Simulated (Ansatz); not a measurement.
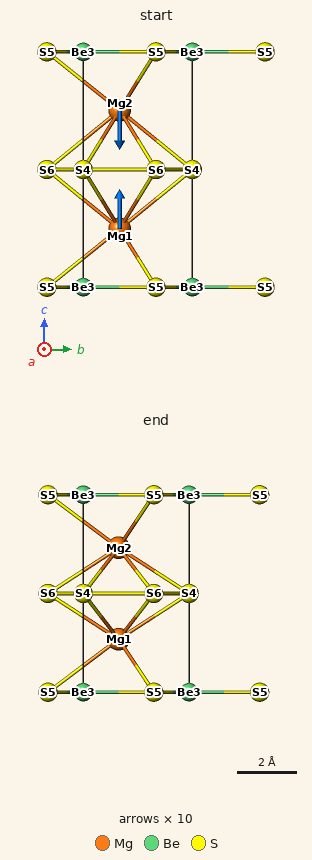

The structure of a crystal of Mg2BeS3 (built on the Ce2CuGe3-187 type type) before (top) and after (bottom) a relaxation, at one scale. The blue arrows give the displacements (the part carried along by the change of the cell is left out), magnified 10 times.

The picture is a ball-and-stick view of the cell of the calculation, seen along the a axis.

These are results of DFT, PBEsol, plane waves, PAW in Ansatz 0.2.0, not measurements.

The input:
```yaml
crystal:
  lattice:
    - [4.28592761, 0.0, 0.0]
    - [-2.1429638, 3.71172219, 0.0]
    - [0.0, 0.0, 8.00998219]
  atoms:
    - { symbol: Mg, position: [0.66666667, 0.33333333, 0.248074] }
    - { symbol: Mg, position: [0.66666667, 0.33333333, 0.751926] }
    - { symbol: Be, position: [0.0, 0.0, 0.0] }
    - { symbol: S, position: [0.0, 0.0, 0.5] }
    - { symbol: S, position: [0.33333333, 0.66666667, 0.0] }
    - { symbol: S, position: [0.33333333, 0.66666667, 0.5] }
kpoints:
  mp_grid: { grid: [6, 6, 4] }
hamiltonian:
  xc: pbesol
scf:
  occupations: { method: fermi_dirac, width: 0.03 }
relax:
  f_tol: 0.01
  cell: {}
  max_steps: 120
```

Launched with:
```bash
ansatz run input.yaml --threads 2 --pin off --max-ram 2211MiB --backend cpu --events-out ev --progress --plain --runs-dir out
```

### Describe what moved and what it gained.

After 6 accepted moves (7 points after the start) the energy has fallen by 198 meV per atom. The largest force component goes from 0.81 to 0.00071 eV/Å. The pressure goes from −7.50 to 0.00 GPa. At 1 point the geometry stayed and the basis and grid were re-selected for the new cell (energy shift of 0.1 meV per atom at most each time). The largest moves relative to the cell, 0.14 Å, are those of Mg1 and Mg2. Mg2 goes along −c. S and Be stay in place. The drawn cell changes as follows: a = b 4.286 → 4.159 Å (−3.0 %), c 8.010 → 6.720 Å (−16.1 %); the volume changes by −21.0 %. Some distances before and after: Mg1–S4 3.193 → 2.862 Å, Mg1–S5 3.174 → 3.003 Å, Be3–S5 2.474 → 2.401 Å, S4–S6 2.474 → 2.401 Å. The space group stays P-6m2 (No. 187). The run took 22 s on 2 threads of Arm Neoverse V2, on a shared host, peak memory 0.36 GiB.
